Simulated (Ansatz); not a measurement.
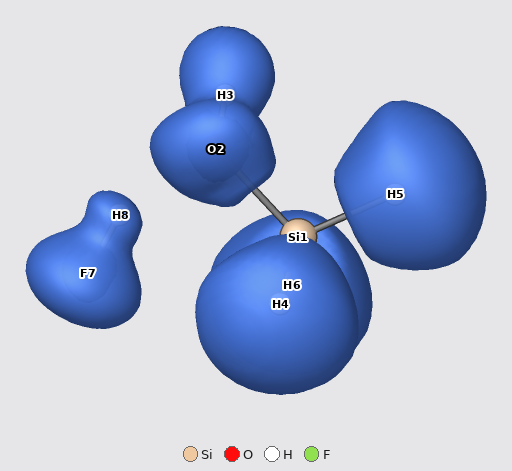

*H4OSi···HF. Isosurface of the ELF at 0.75 (blue), seen across its widest extent. Core shells and regions of very low density are left out.*

Computed with RKS PBE-D4/def2-SVP in Ansatz 0.2.0.

```csv
atom,x (Å),y (Å),z (Å)
Si,-0.1448,0.1529,-0.0341
O,-0.0021,-0.0305,1.6639
H,-0.8426,-0.0218,2.1558
H,1.2495,0.3151,-0.5405
H,-0.9504,1.3946,-0.3102
H,-0.8374,-1.0192,-0.6660
F,1.3548,-2.1523,1.2365
H,0.9138,-1.4244,1.6715
```

Question: Identify the bonds, lone pairs and shells in this picture.

Answer: The ELF exceeds this value in three regions around hydrogen nuclei, one joined region spread over several atoms (F, H), in which their bonds and any lone pairs are merged and one joined region spread over several atoms (H, O), in which their bonds and any lone pairs are merged. Profiles from the grid: O2···H8 (1.67 Å): the ELF dips to about 0.15 between them; by its geometry a hydrogen bond between the two molecules, with no shared pair. Si–O (1.71 Å): the ELF peaks at about 0.90 between the atoms; a polar covalent bond.
